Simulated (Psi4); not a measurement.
# SCAN/aug-cc-pVDZ (sweep point 4) run of AlH3O (AlH2(OH))

What is the vertical singlet–triplet gap of AlH3O (AlH2(OH)) at SCAN/aug-cc-pVDZ (sweep point 4)? 

Program for the calculation: Psi4 1.11.

**1. The structure to begin with**

The species is AlH3O (5 atoms), meant as a singlet with charge 0. As SMILES, `[H][Al]([H])[OH]`. The shape comes from GFN2-xTB, which is rough for such elements, and wasn't checked as a minimum.

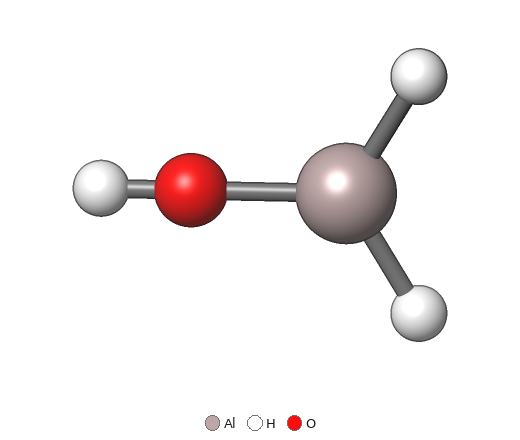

Viewed from a chosen angle; aluminium light grey, hydrogen white, oxygen red.

**2. A single-point energy at SCAN/aug-cc-pVDZ (sweep point 4)**

job.py

```python
import psi4

psi4.set_memory('1600 MB')
psi4.set_num_threads(1)
psi4.core.set_output_file('alh3o.out', False)

geom = psi4.geometry("""
0 1
Al     0.51357087     0.85249325    -0.20649037
H      3.39957950     0.78845043    -0.41834757
H     -0.90899606     3.34294441    -0.58923550
O     -1.04964838    -1.73860473     0.42832532
H     -1.95450594    -3.24528337     0.78574812
units bohr
symmetry c1
""")

psi4.set_options({
    'basis': 'aug-cc-pVDZ',
    'reference': 'rks',
    'puream': True,
    'scf_type': 'pk',
    'dft_radial_points': 99,
    'dft_spherical_points': 590,
})

e_tot = psi4.energy('SCAN')
print('E =', round(e_tot, 9))
for k, v in sorted(psi4.core.scalar_variables().items()):
    print(f'{k:45s} {v:18.10f}')
```

Command:

```bash
$ python job.py
```

alh3o.out:

```text
[...]
  Running in c1 symmetry.
[...]
  Nuclear repulsion =   53.319648531384388
[...]
  Multiplicity = 1
[...]
  Nalpha       = 12
  Nbeta        = 12
[...]
    Number of basis functions: 77
[...]
   @RKS iter   1:  -319.17707219101987   -2.77325e-01   1.10489e-02 ADIIS/DIIS
[...]
   @RKS iter   8:  -319.46660119922274   -2.00747e-08   2.28308e-07 DIIS
[...]
    Orbital Energies [Eh]
    ---------------------
    Doubly Occupied:
       1A    -55.758691     2A    -18.952337     3A     -4.077260
       4A     -2.618647     5A     -2.611948     6A     -2.609068
       7A     -0.947420     8A     -0.509653     9A     -0.347045
      10A     -0.309189    11A     -0.302058    12A     -0.254436
[...]
  @RKS Final Energy:  -319.46660119922274
   => Energetics <=
    Nuclear Repulsion Energy =             53.3196485313843880
    One-Electron Energy =                -548.7462672170080396
    Two-Electron Energy =                 204.3752324598187897
    DFT Exchange-Correlation Energy =     -28.4152149734178465
    Empirical Dispersion Energy =           0.0000000000000000
    VV10 Nonlocal Energy =                  0.0000000000000000
    Total Energy =                       -319.4666011992227368
[...]
 Multipole Moments:
 ------------------------------------------------------------------------------------
     Multipole            Electronic (a.u.)      Nuclear  (a.u.)        Total (a.u.)
 ------------------------------------------------------------------------------------
 L = 1.  Multiply by 2.5417464519 to convert [e a0] to [Debye]
 Dipole X            :         -0.3040010            0.0632259           -0.2407751
 Dipole Y            :         -0.5034430            0.1018853           -0.4015578
 Dipole Z            :          0.1251754           -0.0305793            0.0945960
 Magnitude           :                                                    0.4776711
[...]
```

Standard output:

```text
E = -319.466601199
CURRENT ENERGY                                   -319.4666011992
CURRENT REFERENCE ENERGY                         -319.4666011992
DD SOLVATION ENERGY                                 0.0000000000
DFT FUNCTIONAL TOTAL ENERGY                      -319.4666011992
DFT TOTAL ENERGY                                 -319.4666011992
DFT VV10 ENERGY                                     0.0000000000
DFT XC ENERGY                                     -28.4152149734
GRID ELECTRONS ALPHA                               11.9999974666
GRID ELECTRONS BETA                                11.9999974666
GRID ELECTRONS TOTAL                               23.9999949332
NUCLEAR REPULSION ENERGY                           53.3196485314
ONE-ELECTRON ENERGY                              -548.7462672170
PCM POLARIZATION ENERGY                             0.0000000000
PE ENERGY                                           0.0000000000
SCF ITERATION ENERGY                             -319.4666011992
SCF ITERATIONS                                      8.0000000000
SCF TOTAL ENERGY                                 -319.4666011992
TWO-ELECTRON ENERGY                               204.3752324598
XC GRID RADIAL POINTS                              99.0000000000
XC GRID SPHERICAL POINTS                          590.0000000000
XC GRID TOTAL POINTS                           283747.0000000000
```

Run time: 17 s. Hardware: 1 thread of Intel Xeon Platinum 8488C (Sapphire Rapids), shared host; peak memory 1.1 GiB.

**3. The triplet, same level**

calc.py

```python
import psi4

psi4.set_memory('1600 MB')
psi4.set_num_threads(1)
psi4.core.set_output_file('psi4.out', False)

molecule = psi4.geometry("""
0 3
Al     0.51357087     0.85249325    -0.20649037
H      3.39957950     0.78845043    -0.41834757
H     -0.90899606     3.34294441    -0.58923550
O     -1.04964838    -1.73860473     0.42832532
H     -1.95450594    -3.24528337     0.78574812
units bohr
symmetry c1
""")

psi4.set_options({
    'basis': 'aug-cc-pVDZ',
    'reference': 'uks',
    'puream': True,
    'scf_type': 'pk',
    'dft_radial_points': 99,
    'dft_spherical_points': 590,
    'maxiter': 150,
})

e, wfn = psi4.energy("scan", molecule=molecule, return_wfn=True)
print('E =', round(e, 9))
```

Command:

```bash
$ python calc.py
```

psi4.out:

```text
[...]
  Running in c1 symmetry.
[...]
  Nuclear repulsion =   53.319648531384388
[...]
  Multiplicity = 3
[...]
  Nalpha       = 13
  Nbeta        = 11
[...]
    Number of basis functions: 77
[...]
   @UKS iter   1:  -318.98020899952900   -8.04620e-02   1.11628e-02 ADIIS/DIIS
[...]
   @UKS iter  11:  -319.28596148904842   -2.12699e-07   9.36807e-07 DIIS
[...]
   @S^2 Observed:                2.007194720E+00
[...]
    Orbital Energies [Eh]
    ---------------------
    Alpha Occupied:
       1A    -55.766087     2A    -19.005477     3A     -4.087293
       4A     -2.624203     5A     -2.623769     6A     -2.623082
       7A     -0.996921     8A     -0.548694     9A     -0.419622
      10A     -0.376485    11A     -0.339565    12A     -0.334206
      13A     -0.101498
    Alpha Virtual:
      14A     -0.043630    15A     -0.002228    16A      0.014499
      17A      0.021926    18A      0.028178    19A      0.036416
      20A      0.057350    21A      0.058486    22A      0.078545
      23A      0.092356    24A      0.097975    25A      0.105836
[...]
  @UKS Final Energy:  -319.28596148904842
   => Energetics <=
    Nuclear Repulsion Energy =             53.3196485313843880
    One-Electron Energy =                -547.9758822156147744
    Two-Electron Energy =                 203.6790887161004662
    DFT Exchange-Correlation Energy =     -28.3088165209184837
    Empirical Dispersion Energy =           0.0000000000000000
    VV10 Nonlocal Energy =                  0.0000000000000000
    Total Energy =                       -319.2859614890484181
[...]
 Multipole Moments:
 ------------------------------------------------------------------------------------
     Multipole            Electronic (a.u.)      Nuclear  (a.u.)        Total (a.u.)
 ------------------------------------------------------------------------------------
 L = 1.  Multiply by 2.5417464519 to convert [e a0] to [Debye]
 Dipole X            :         -0.4415032            0.0632259           -0.3782773
 Dipole Y            :         -0.7323027            0.1018853           -0.6304174
 Dipole Z            :          0.1806966           -0.0305793            0.1501173
 Magnitude           :                                                    0.7503700
[...]
```

Standard output:

```text
E = -319.285961489
```

Run time: 29 s. Hardware: 1 thread of Intel Xeon Platinum 8488C (Sapphire Rapids), shared host; peak memory 1.1 GiB.

**4. What came out**

At SCAN/aug-cc-pVDZ (sweep point 4):

```
                                        quantity          value
                           singlet: total energy  -319.46660 Eh
                          singlet: dipole moment         1.21 D
                            singlet: HOMO energy       -6.92 eV
                            singlet: LUMO energy       -1.26 eV
                          singlet: HOMO–LUMO gap        5.67 eV
                           triplet: total energy  -319.28596 Eh
                          triplet: dipole moment         1.91 D
     triplet: HOMO energy (highest over α and β)       -2.76 eV
                                   triplet: ⟨S²⟩          2.007
vertical energy of the triplet above the singlet       4.915 eV
```

In words: At this shape the triplet lies 4.92 eV (474 kJ/mol) above the singlet.
